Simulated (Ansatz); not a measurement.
Starting cell, AlN (wurtzite):

```yaml
crystal:
  lattice:
    - [3.13030, 0.00000, 0.00000]
    - [-1.56515, 2.71092, 0.00000]
    - [0.00000, 0.00000, 10.03603]
  atoms:
    - { symbol: Al, position: [0.66667, 0.33333, 0.00169] }
    - { symbol: Al, position: [0.66667, 0.33333, 0.50169] }
    - { symbol: Al, position: [0.33333, 0.66667, 0.25169] }
    - { symbol: Al, position: [0.33333, 0.66667, 0.75169] }
    - { symbol: N, position: [0.66667, 0.33333, 0.31091] }
    - { symbol: N, position: [0.66667, 0.33333, 0.81091] }
    - { symbol: N, position: [0.33333, 0.66667, 0.06091] }
    - { symbol: N, position: [0.33333, 0.66667, 0.56091] }
```

A phonon eigenvector at A = (0.0, 0.0, 0.5) is frozen into this cell: atom i moves by Q times the vector below, so Q is the largest atomic displacement, in Å. The cell is held. It is one choice among 4 degenerate patterns. (q is in reciprocal vectors of the primitive cell; the cell shown is doubled to hold the pattern.)

```csv
atom,x,y,z
Al1,0.000,0.044,0.000
Al2,0.000,-0.044,0.000
Al3,0.000,0.499,0.000
Al4,0.000,-0.499,0.000
N5,0.000,-1.000,0.000
N6,0.000,1.000,0.000
N7,0.000,-0.195,0.000
N8,0.000,0.195,0.000
```

All values below come from PBE (plane waves to 420 eV, PAW, scalar-relativistic; Ansatz, an electronic-structure program). k mesh 12×12×4 (Γ-centred), Fermi-Dirac smearing 0.05 eV. E stands for the smeared free energy. AlN was relaxed with its symmetry unable to fall. ΔE is measured from the undisplaced structure.

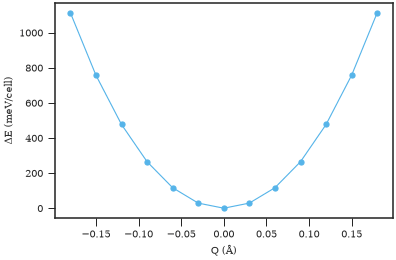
Figure: ΔE (meV/cell) against Q (Å); computed points joined by lines.

### Question
What is the energy change at Q = 0.180 Å?

### Answer
About 1100 meV/cell.

### Question
What harmonic wavenumber does the curvature at Q = 0 give?

### Answer
About 640 cm⁻¹.

(A displaced cell: forces are minus the slopes of the energy, force constants its curvatures, and phonons follow from these.)
